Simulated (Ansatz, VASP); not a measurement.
# GaP: VASP beside Ansatz

Aim: how closely do two programs agree when they are given the same cell, functional and k mesh? The cell comes out of the VASP series on this material, whose earlier steps may have relaxed, scaled or displaced it; both programs get it as it stands.

Main program and level: Ansatz 0.2.0; plane waves, with VASP 6.6.1 beside it; relaxation of cell and atoms at LDA.

## Step 1: The structure

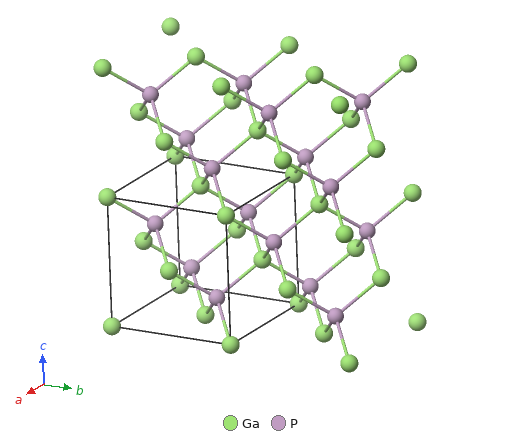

Start, viewed slightly off an axis; gallium green, phosphorus pink. 1×2×2 cells are drawn. This picture shows the conventional cell, with its axes. Bonds to atoms that aren't drawn are left out. Some periodic images of atoms are drawn too.

Structure file:

```
Ga P
1.0
     0.00000    2.69619    2.69619
     2.69619    0.00000    2.69619
     2.69619    2.69619    0.00000
Ga P
1 1
Direct
  0.00000 0.00000 0.00000
  0.75000 0.75000 0.75000
```

## Step 2: VASP: relaxation of cell and atoms, LDA

The relaxed volume is the usual yardstick between codes: its relative difference is about their pressure difference at one cell divided by the bulk modulus.

Lines of VASP's logs that name or quote its potential files are left out, and so is its time.

INCAR reads:

```
SYSTEM = GaP
PREC = Accurate
ENCUT = 450
EDIFF = 1E-06
NELM = 100
ISMEAR = 0
SIGMA = 0.03
LREAL = .FALSE.
ALGO = Normal
GGA = CA
NBANDS = 15
LORBIT = 11
LWAVE = .FALSE.
LCHARG = .FALSE.
KPAR = 4
IBRION = 2
NSW = 50
ISIF = 3
EDIFFG = -0.006
```

POSCAR reads:

```
GaP
1.0
    0.0000000000      2.6961927925      2.6961927925
    2.6961927925      0.0000000000      2.6961927925
    2.6961927925      2.6961927925      0.0000000000
Ga P
1 1
Direct
    0.0000000000      0.0000000000      0.0000000000
    0.7500000000      0.7500000000      0.7500000000
```

KPOINTS reads:

```
Automatic mesh
0
Gamma
8 8 8
0 0 0
```

PAW data sets: Ga_d and P (LDA family, release 64).

On the command line:

```console
$ mpirun -np 4 vasp_std
```

Numbers of over 12 decimals in the logs are rounded to 6 here.

The program printed:

```text
[banner, memory and clock lines left out]
running    4 mpi-ranks, on    1 nodes
 distrk:  each k-point on    1 cores,    4 groups
 distr:  one band on    1 cores,    1 groups

 POSCAR found type information on POSCAR GaP
 POSCAR found :  2 types and       2 ions
 LDA part: xc-table for (Slater(with rela. corr.)+CA(PZ))
 , standard interpolation
 POSCAR, INCAR and KPOINTS ok, starting setup
 FFT: planning ... GRIDC
 FFT: planning ... GRID_SOFT
 FFT: planning ... GRID
 WAVECAR not read
 entering main loop
       N       E                     dE             d eps       ncg     rms          rms(c)
DAV:   1     0.744653707169E+02    0.74465E+02   -0.85208E+03   902   0.163E+03
DAV:   2    -0.490935773619E+01   -0.79375E+02   -0.75321E+02  1011   0.294E+02
DAV:   3    -0.106907173874E+02   -0.57814E+01   -0.57639E+01  1066   0.662E+01
DAV:   4    -0.107824762067E+02   -0.91759E-01   -0.91742E-01  1085   0.925E+00
DAV:   5    -0.107843320632E+02   -0.18559E-02   -0.18558E-02  1129   0.112E+00    0.449E+00
DAV:   6    -0.105055911409E+02    0.27874E+00   -0.38822E-01  1326   0.113E+01    0.290E+00
DAV:   7    -0.104549680773E+02    0.50623E-01   -0.94226E-02  1140   0.224E+00    0.107E+00
DAV:   8    -0.104503298016E+02    0.46383E-02   -0.12364E-02  1095   0.129E+00    0.210E-01
DAV:   9    -0.104502924473E+02    0.37354E-04   -0.10478E-03  1279   0.425E-01    0.638E-02
DAV:  10    -0.104502897931E+02    0.26543E-05   -0.52845E-05  1349   0.888E-02    0.252E-02
DAV:  11    -0.104502958885E+02   -0.60954E-05   -0.88604E-06  1096   0.447E-02    0.748E-03
DAV:  12    -0.104502956738E+02    0.21463E-06   -0.47080E-07   736   0.814E-03
   1 F= -.10450296E+02 E0= -.10450296E+02  d E =-.104503E+02
[...]
2 F= -.10450291E+02 E0= -.10450291E+02  d E =0.477281E-05
[...]
3 F= -.10450296E+02 E0= -.10450296E+02  d E =-.562371E-06
[...]
4 F= -.10450295E+02 E0= -.10450295E+02  d E =0.111740E-05
 curvature:  -0.10 expect dE=-0.222E-05 dE for cont linesearch -0.222E-05
 ZBRENT: interpolating
 opt :   0.5231  next Energy=   -10.450296 (dE=-0.533E-07)
 bond charge predicted
       N       E                     dE             d eps       ncg     rms          rms(c)
DAV:   1    -0.104502981220E+02   -0.33528E-05   -0.31716E-05  1115   0.111E-01    0.955E-03
DAV:   2    -0.104502960111E+02    0.21109E-05   -0.35267E-06   814   0.443E-02    0.425E-03
DAV:   3    -0.104502955097E+02    0.50148E-06   -0.48645E-07   477   0.145E-02
   5 F= -.10450296E+02 E0= -.10450296E+02  d E =0.164182E-06
 curvature:  -0.05 expect dE=-0.258E-06 dE for cont linesearch -0.258E-06
 trial: gam=-0.22016 g(F)=  0.367E-46 g(S)=  0.515E-05 ort = 0.766E-05 (trialstep = 0.905E+00)
 search vector abs. value=  0.233E-05
 reached required accuracy - stopping structural energy minimisation
```

OUTCAR, selected parts (step 2):

```text
ion  position               nearest neighbor table
   1  0.000  0.000  0.000-   2 2.33   2 2.33   2 2.33   2 2.33
   2  0.750  0.750  0.750-   1 2.33   1 2.33   1 2.33   1 2.33

  LATTYP: Found a face centered cubic cell.
 ALAT       =     5.3923855850

 Subroutine GETGRP returns: Found 24 space group operations
 (whereof 24 operations were pure point group operations)

The static configuration has the point symmetry T_d .

 Found     29 irreducible k-points:

   k-points           NKPTS =     29   k-points in BZ     NKDIM =     29   number of bands    NBANDS=     15

   dimension x,y,z NGX =    28 NGY =   28 NGZ =   28
   dimension x,y,z NGXF=    56 NGYF=   56 NGZF=   56

   ENCUT  =  450.0 eV  33.07 Ry    5.75 a.u.   6.60  6.60  6.60*2*pi/ulx,y,z

   NELECT =      18.0000    total number of electrons

 k-points in reciprocal lattice and weights: Automatic mesh
   0.00000000  0.00000000  0.00000000       0.002
   0.12500000  0.00000000  0.00000000       0.016
   0.25000000  0.00000000  0.00000000       0.016
   0.37500000  0.00000000  0.00000000       0.016
   0.50000000  0.00000000  0.00000000       0.008
   0.12500000  0.12500000  0.00000000       0.012
   0.25000000  0.12500000  0.00000000       0.047
   0.37500000  0.12500000  0.00000000       0.047
   0.50000000  0.12500000  0.00000000       0.047
[...]
-0.37500000  0.50000000  0.12500000       0.023
  -0.25000000  0.50000000  0.25000000       0.012

 average (electrostatic) potential at core
       1 -66.2637       2 -84.3085

 E-fermi :   4.9747

 k-point     1 :       0.0000    0.0000    0.0000
  band No.  band energies     occupation
    ...
      5      -9.8107      2.00000
      6      -7.9123      2.00000
      7       4.8474      2.00000
      8       4.8474      2.00000
      9       4.8474      2.00000
     10       6.7559      0.00000
     11       8.6306      0.00000
     12       8.6306      0.00000
     13       8.6306      0.00000
     14      13.4873      0.00000
    ...

 k-point     2 :       0.1250    0.0000    0.0000
  band No.  band energies     occupation
    ...
      5      -9.8107      2.00000
      6      -7.7012      2.00000
      7       3.1710      2.00000
      8       4.6010      2.00000
      9       4.6010      2.00000
     10       7.3228      0.00000
     11       8.9989      0.00000
     12       8.9989      0.00000
     13       9.2724      0.00000
     14      14.0086      0.00000
    ...

 k-point     3 :       0.2500    0.0000    0.0000
  band No.  band energies     occupation
    ...
      5      -9.8093      2.00000
      6      -7.1009      2.00000
      7       0.8441      2.00000
      8       4.1441      2.00000
      9       4.1441      2.00000
     10       6.9643      0.00000
     11       9.5192      0.00000
     12       9.5192      0.00000
     13      11.2069      0.00000
     14      13.8094      0.00000
    ...

  Total       -0.0084380     -0.0084380     -0.0084380      0.0000000      0.0000000     -0.0000000
  in kB       -0.3450432     -0.3450432     -0.3450432      0.0000000      0.0000000     -0.0000000
  external PRESSURE =      -0.3450432 kB  Pullay stress =       0.0000000 kB

  energy-cutoff  :      450.00
  volume of cell :       39.18
      direct lattice vectors                 reciprocal lattice vectors
     0.000000000  2.695766111  2.695766111    -0.185476031  0.185476031  0.185476031
     2.695766111 -0.000000000  2.695766111     0.185476031 -0.185476031  0.185476031
     2.695766111  2.695766111  0.000000000     0.185476031  0.185476031 -0.185476031

 POSITION                                       TOTAL-FORCE (eV/Angst)
 -----------------------------------------------------------------------------------
      0.00000      0.00000      0.00000        -0.000000     -0.000000     -0.000000
      4.04365      4.04365      4.04365         0.000000      0.000000      0.000000
 -----------------------------------------------------------------------------------
    total drift:                               -0.000000     -0.000000     -0.000000

  FREE ENERGIE OF THE ION-ELECTRON SYSTEM (eV)
  ---------------------------------------------------
  free  energy   TOTEN  =       -10.4502955097 eV

  energy  without entropy=      -10.4502955097  energy(sigma->0) =      -10.45029551

 reached required accuracy - stopping structural energy minimisation

 total charge
# of ion       s       p       d       tot
------------------------------------------
    1        0.877   0.896  10.018  11.791
    2        1.022   1.534   0.000   2.557
--------------------------------------------------
tot          1.900   2.430  10.018  14.348

[... 3 further parts left out ...]
```

## Step 3: Ansatz: relaxation of cell and atoms, LDA

Ansatz runs on its default PAW (the set named soft_2) files.

The same cell, functional (in two slightly different forms), mesh and smearing now go to Ansatz, which takes its cutoff from its data sets.

input.yaml reads:

```yaml
crystal:
  lattice:
    - [0.0, 2.6961927925, 2.6961927925]
    - [2.6961927925, 0.0, 2.6961927925]
    - [2.6961927925, 2.6961927925, 0.0]
  atoms:
    - { symbol: Ga, position: [0.0, 0.0, 0.0] }
    - { symbol: P, position: [0.75, 0.75, 0.75] }
hamiltonian:
  xc: lda
  pseudopotentials: { kind: paw }
kpoints:
  mp_grid: { grid: [8, 8, 8] }
scf:
  occupations: { method: gaussian, width: 0.03 }
relax:
  f_tol: 0.01
  max_steps: 60
  cell: { stress_tol: 0.05 }
output:
  forces: true
  stress: true
```

On the command line:

```console
$ ansatz run input.yaml --threads 4 --pin off --max-ram 9216MiB --backend cpu --events-out ev --progress --plain --runs-dir out
```

The program printed:

```text
Engine: ansatz 0.2.0, aarch64-unknown-linux-gnu
Pseudopotentials: kind: paw
Pseudopotential: Ga, paw, valence charge 13, recommended cutoff 420 eV (normal), Ga.paw.azcp
Pseudopotential: P, paw, valence charge 5, recommended cutoff 420 eV (normal), P.paw.azcp
Functional definition: SPW92
  exchange = slater_x
  correlation = pw_c
Crystal: 2 atoms, lattice volume = 39.200 Å³
Basis set: ecut = 420 eV, 749 PW (Γ)
Bands: 13, of which v1, the nominal top of the filled ones, is band 9 counted from 1 (8 counted from 0)
Symmetry: 24 space group operations
Space group: F-43m (ITA 216), of the structure as read, at distance tolerance 3.4e-5 Å
k-points: 29 of 512 (time reversal used)
Non-local potential: Ga, projectors of the file, l = 0: 2, l = 1: 2, l = 2: 3, l = 3: 1
Non-local potential: P, projectors of the file, l = 0: 2, l = 1: 2, l = 2: 2
PAW form: soft (Blöchl's): semilocal exchange-correlation on the pseudo side does not see the compensation charge
PAW frozen core: Ga, regenerated for the run's functional, and the local potential with it (the file was generated under x = pbe(κ = 0.804, μ = 0.219515), c = pbe(β = 0.066725))
PAW frozen core: P, regenerated for the run's functional, and the local potential with it (the file was generated under x = pbe(κ = 0.804, μ = 0.219515), c = pbe(β = 0.066725))
PAW one-centre angular grid: Ga, 590 points (default); XC on 64 Gauss nodes
PAW one-centre angular grid: P, 110 points (default); XC on 64 Gauss nodes
Initial density: superposition of atomic densities (neutral atoms: chi_scale 0, normalization atom), corrected by the library's trained network
Initial wavefunctions: pseudopotential atomic-orbital guess
Functional: x = slater, c = lda
SCF iter   1: F=—  HF=-4433.771650 eV  |F-HF|=—  |Δ(HF+E_count)|=         —  Δρ=6.36e-3  dr2=1.57e-2  ethr=1.77e-3  ⟨swp⟩=6.2  Hψ=2543  notcnv=0
preconditioner: auto → none  [insulator: Δε(μ)=1.374 eV  Ē_g=15.644 eV  σ=0.030 eV  W_gap=1.00  n_scr=14 (ndim 8)  ℏωp=25.2 eV  f_vac=0.009  D(μ)=0.00/eV (n_scr^D=0)  ε∞_Penn≈3.6]
SCF iter   2: F=—  HF=-4433.766074 eV  |F-HF|=—  |Δ(HF+E_count)|=   5.58e-3  Δρ=3.11e-3  dr2=1.61e-3  ethr=8.74e-5  ⟨swp⟩=3.1  Hψ=853  notcnv=0
SCF iter   3: F=—  HF=-4433.765659 eV  |F-HF|=—  |Δ(HF+E_count)|=   4.14e-4  Δρ=9.68e-4  dr2=2.77e-4  ethr=8.92e-6  ⟨swp⟩=2.0  Hψ=748  notcnv=0
SCF iter   4: F=—  HF=-4433.765552 eV  |F-HF|=—  |Δ(HF+E_count)|=   1.07e-4  Δρ=3.71e-4  dr2=2.38e-5  ethr=1.54e-6  ⟨swp⟩=2.0  Hψ=629  notcnv=0
SCF iter   5: F=—  HF=-4433.765551 eV  |F-HF|=—  |Δ(HF+E_count)|=   1.37e-6  Δρ=1.89e-5  dr2=9.45e-8  ethr=1.32e-7  ⟨swp⟩=3.0  Hψ=647  notcnv=0
SCF iter   6: F=-4433.765551 eV  HF=-4433.765551 eV  |F-HF|=4.28e-9  |Δ(HF+E_count)|=   1.03e-8  Δρ=3.77e-6  dr2=6.47e-9  ethr=5.25e-10  ⟨swp⟩=2.4  Hψ=1411  notcnv=0
SCF 1 converged in 6 iterations: F = -4433.765551 eV  dr2 = 6.47e-9
  greatest PAW one-centre occupation: 0.994 electrons in one spin orbital (limit 2), on the Ga atom at site 0 (counted from 0), in its partial waves of l = 2
relax step   1: F+E_penalty+E_count = -4433.76555074 eV  Δ(F+E_penalty+E_count) = +0.000e0 eV  max|allowed force component| = 2.313e-16 eV/Å  Δτ_max = 0.0000 Å  P = -0.059 GPa  Ω = 39.200 Å³  (6 SCF iters, dr2 threshold 1.00e-7 eV, accepted)
[...]
relax step   2: F+E_penalty+E_count = -4433.76556037 eV  Δ(F+E_penalty+E_count) = -9.624e-6 eV  max|allowed force component| = 9.599e-17 eV/Å  Δτ_max = 0.0000 Å  P = -0.019 GPa  Ω = 39.182 Å³  energy of the carried Pulay correction = +5.337e-6 eV  (3 SCF iters, dr2 threshold 8.79e-9 eV, accepted)
[...]
relax step   3: F+E_penalty+E_count = -4433.76554261 eV  Δ(F+E_penalty+E_count) = +1.776e-5 eV  max|allowed force component| = 7.864e-17 eV/Å  Δτ_max = 0.0000 Å  P = -0.018 GPa  Ω = 39.182 Å³  stress off target by 1.84e-2 GPa  SCF on the basis re-selected at this cell (its energy is not comparable with the rows above)  (4 SCF iters)
basis re-selected at this cell: Δ(F+E_penalty+E_count) = +1.776e-5 eV, ΔP = +0.000 GPa vs the last step (what re-selecting the basis moved, of the pressure what is left beyond the Pulay correction that the steps carried, after the strain that the cell walked since its last selection, with what the two solves' SCF thresholds leave and, on support functions, any second-order correction that the steps lacked; it is no m [...]
SCF converged after 4 iterations
Free energy (F): -4433.765543 eV
Harris-Foulkes:  -4433.765543 eV  (|F-HF|=7.28e-12)
Internal energy: -4433.765543 eV  (E = F + TS)
E sigma→0 (E₀):  -4433.765543 eV
Fermi energy:    7.975138 eV
--- Per-component energies (eV) ---
  E_band       = -58.390825
  E_kinetic    = 187.688349
  E_local      = -2183.985277  (includes V_loc(G=0)·N_el)
  E_nonlocal   = 462.042482
  E_hartree    = 1009.067562
  E_xc         = -130.657808
  E_vxc        = -120.344515  (∫ρ·V_xc dr)
  E_paw        = -2452.775720  (= ΣΔE_a)
  E_vpaw       = -421.926991  (= ΣTr[D̂ρ^β])
  E_aug_tail   = -0.000127  (compensation charges beyond the density's cutoff)
  E_ewald      = -1326.990836
  E_core_change = 1.845831  (= ΣΔE_core)
  E_smearing   = -0.000000  (= −TS)
  E_closure    = 0.000000  (closes the sum)
  Σ components = -4433.765543   (vs F -4433.765543, Δ=0.00e0)
--- Forces (eV/Å), atoms counted from 1 ---
  atom   1  Ga    -0.00000000    -0.00000000     0.00000000
  atom   2  P      0.00000000     0.00000000    -0.00000000
  max |Σ_I F_I| component: 7.17e-17 eV/Å
--- Stress (GPa, compression-positive) ---
       -0.018384       0.000000       0.000000
       -0.000000      -0.018384       0.000000
        0.000000       0.000000      -0.018384
  P = ⅓ Tr σ = -0.0184 GPa (-0.184 kbar)
--- Relaxed structure (2 steps of the walk, 2 accepted, 1 SCFs on fresh bases) ---
  F+E_penalty+E_count = -4433.76554261 eV   max|allowed force component| = 7.864e-17 eV/Å   (the final SCF, on the basis selected at the relaxed cell)
  cell:  # Å, volume = 39.1820 Å³
    - [0, 2.695788, 2.695788]
    - [2.695788, 0, 2.695788]
    - [2.695788, 2.695788, 0]
  atoms:
    - { symbol: Ga, position: [0, 0, 0] }
    - { symbol: P, position: [0.750000, 0.750000, 0.750000] }
```

The job ended after 1.4 s (4 threads of Arm Neoverse V1, shared host; peak memory 0.32 GiB; 4.6 s of CPU time).

## Step 4: Comparison

Known differences besides the PAW data sets themselves: the two LDA forms differ slightly; both relaxations stop at a tolerance, which leaves soft axes loose, and VASP keeps its plane-wave basis; the cutoff is 420 eV in Ansatz and 450 eV in VASP; Ansatz makes its cores anew for this functional, VASP keeps those of its LDA data sets; Ansatz adds a Pulay correction to the stress that steers its cell, VASP none. Total energies have different zeros and are not compared.

Compared:

| quantity | Ansatz | VASP | difference |
| --- | --- | --- | --- |
| volume (Å³) | 39.18 | 39.18 | +0.00 % |
| edge a after relaxation, in the typed setting (Å) | 3.812 | 3.812 | +0.00 % |

The walks stopped with -0.02 GPa left in Ansatz and -0.03 GPa in VASP; each walk ends within a tolerance, so the volume difference is uncertain by about these residues over the bulk modulus, most in soft cells.

## Step 5: Summary of results

| Item | Value |
| --- | --- |
| difference in volume (relaxation of cell and atoms, LDA) | 0.0024 % |

In words: The difference in volume is 0.0024 % (relaxation of cell and atoms, LDA), within the 1.2 % picked in this series as the mark of a large difference, as far as the stopping tolerances let one tell. How closely two codes agree says nothing of how well the functional describes the real material.

[Lines on the potential files, build, host, timing and source positions are cut from VASP's logs without a mark.]

[Logs are printed without paths, hosts, clocks, repeated set-up lines and the standing remarks that a program may print on its own settings, such as how far it seeks lower states.]

[Hosts, paths, dates, database ids (printed as entryN), source tags and the programs' standing remarks are cut or masked in the printed files.]
